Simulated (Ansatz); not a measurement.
One crystal and one scan (scan of one atom of the cell) at two levels, PBE (plane waves to 420 eV, PAW, scalar-relativistic; Ansatz, a first-principles code) and r2SCAN (plane waves to 500 eV, PAW, scalar-relativistic; Ansatz), each from its own relaxed cell and on its own mesh. The cell shown is that of PBE.

Relaxed CrO$_{2}$ (rutile):

```xyz
6
Lattice="4.4446 0.0000 0.0000 0.0000 4.4446 0.0000 0.0000 0.0000 2.9209" Properties=species:S:1:pos:R:3 pbc="T T T"
Cr     0.0000     0.0000     0.0000
Cr     2.2223     2.2223     1.4604
O      1.3493     1.3493     0.0000
O      3.5715     0.8730     1.4604
O      0.8730     3.5715     1.4604
O      3.0953     3.0953     0.0000
```

In each cell atom 2 (Cr, nearest neighbour O at 1.908 Å; its periodic images, 2.9 Å or more away, move with it) moves by s·(0.000, 0.000, 1.000) (along Cartesian z), the rest being held.

The energy includes the smearing's −TS. CrO2 is run spin-polarised and with no Hubbard U. CrO2 was relaxed with its symmetry unable to fall. Relaxed CrO2 ends ferromagnetic. Other magnetic orders were not checked, so this need not be the ground state. (PBE) Relaxed CrO2 ends ferromagnetic. (r2SCAN) Relaxed CrO2 ends ferromagnetic. With partly filled bands, energies and forces of such displacements shift with the k mesh and the smearing. Percentages come from the unrounded values. Both scans cover s from -0.380 to 0.380 Å.

```json
[
 {"quantity": "Lattice constant a (Å)", "PBE": "4.445", "r2SCAN": "4.404", "PBE − r2SCAN": "+0.041 (+0.9 %)"},
 {"quantity": "Lattice constant c (Å)", "PBE": "2.921", "r2SCAN": "2.912", "PBE − r2SCAN": "+0.009 (+0.3 %)"},
 {"quantity": "Relaxed volume (Å³/atom)", "PBE": "9.62", "r2SCAN": "9.41", "PBE − r2SCAN": "+0.21 (+2.2 %)"},
 {"quantity": "Magnetic moment of the relaxed cell (μB/cell)", "PBE": "4.00", "r2SCAN": "4.00", "PBE − r2SCAN": "0.00"},
 {"quantity": "Energy at s = 0.380 Å (meV/cell)", "PBE": "922", "r2SCAN": "1070", "PBE − r2SCAN": "-148 (-14 %)"},
 {"quantity": "Force along the line at s = -0.380 Å (eV/Å)", "PBE": "5.432", "r2SCAN": "5.901", "PBE − r2SCAN": "-0.469 (-7.9 %)"},
 {"quantity": "Force constant k = d²E/ds² at s = 0 (finite differences) (eV/Å²)", "PBE": "11.73", "r2SCAN": "14.26", "PBE − r2SCAN": "-2.53 (-18 %)"}
]
```

PBE gives the higher value for: lattice constant a; lattice constant c; relaxed volume. PBE gives the lower value for: energy at s = 0.380 Å; force along the line at s = -0.380 Å; force constant k = d²E/ds² at s = 0. They agree on: magnetic moment of the relaxed cell (within 1.5 %). Both give the same symmetry of the curve: even: the same for both signs. Neither level is exact: the differences show how much the result hangs on the functional.

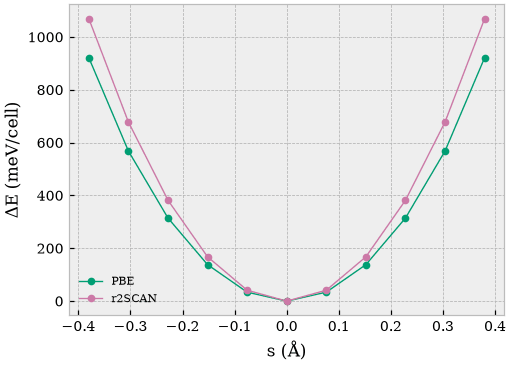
Fig. 1. ΔE, each from the undisplaced structure of its own level.

(For displaced atoms, the force is minus the slope of the energy, and its curvature is a force constant, which sets phonon frequencies.)
